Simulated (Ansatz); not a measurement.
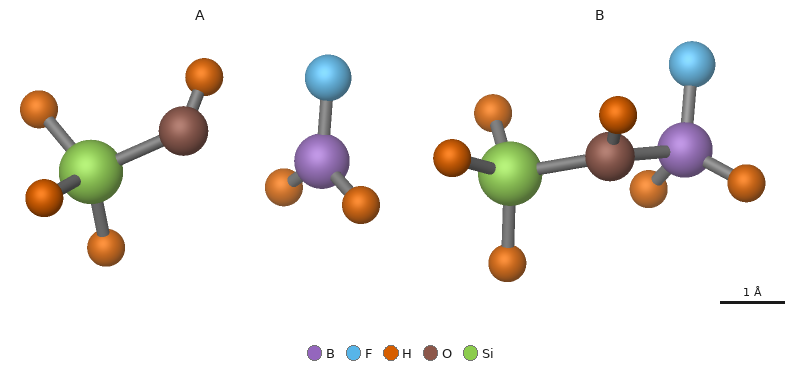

Two geometries of BSiH$_{6}$OF, drawn at one scale. One is the start of a relaxation, the other its converged end. The picture is a ball-and-stick view, seen at a tilt.

Computed with Ansatz 0.2.0, RKS PBE0/def2-SVP. (no spin polarisation; force threshold 0.03 eV/Å; at most 50 steps)

**Which of the two is the end point?**

Structure B is the relaxed one. The run prepares an end point of a later path (reaction) calculation, from a guessed geometry. The energy falls by 36.6 kJ/mol in 22 geometry steps. The largest force component goes from 0.76 to 0.018 eV/Å. An H atom moves most after the best rigid fit: 1.20 Å. Largest moves by element: H 1.20 Å, F 0.66 Å, B 0.62 Å, O 0.58 Å, Si 0.37 Å. Near-neighbour distances that change, for instance: B–O 2.601 → 1.676 Å, B–Si 3.750 → 2.840 Å, O–Si 1.673 → 1.728 Å, B–F 1.328 → 1.373 Å. New bonds form: B–O (2.60 → 1.68 Å). Bond angles that change, for instance: H–B–H 124.6° → 117.3°, H–Si–H 109.3° → 113.3°, O–Si–H 107.5° → 104.3°. Groups turn about O–Si by about 100°. The run took 35 s on 2 threads of Intel(R) Xeon(R) Platinum 8488C (Sapphire Rapids), with other jobs on the host, peak memory 0.19 GiB.
